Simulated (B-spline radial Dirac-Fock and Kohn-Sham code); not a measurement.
Te²⁻ in the configuration [Xe], inside a Watson sphere of charge +2 and radius 2.652 Å that stands in for a crystal. The calculation used independent-particle rates on relativistic LDA orbitals of the hole state (multipoles to L = 3), energies from Dirac–Fock ΔSCF (a B-spline radial code). Widths ruled by Coster–Kronig decay come out up to twice the measured ones in this model.

Before looking at the plot, say what to expect. Its caption: X-ray emission lines that fill an M2 (3p1/2) hole, broadened by a Gaussian of 6.9 eV full width.

The strongest line is M2-N4 at 832.8 eV with 54.9 % of the photons, then M2-M4 at 290.5 eV (28 %), M2-N1 at 695.1 eV (15 %), M2-O1 at 860.6 eV (2.0 %), M2-N3 at 753.5 eV (0.029 %). The hole has a width of 4.59 eV and a fluorescence yield of 7.38 × 10⁻⁴.

The result:

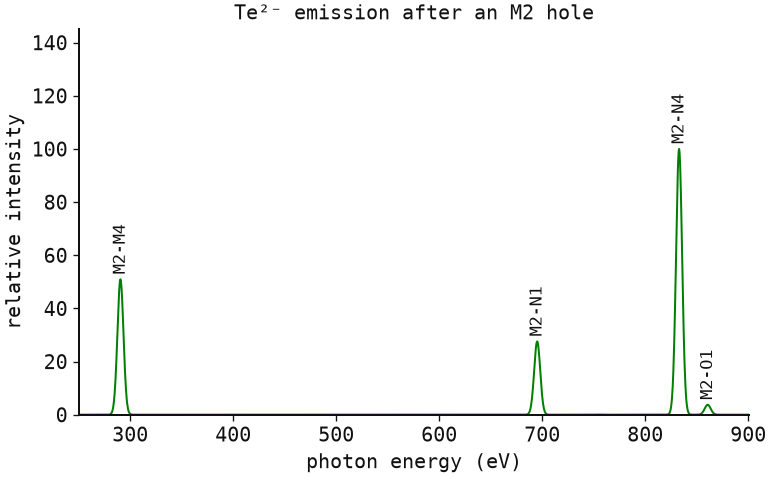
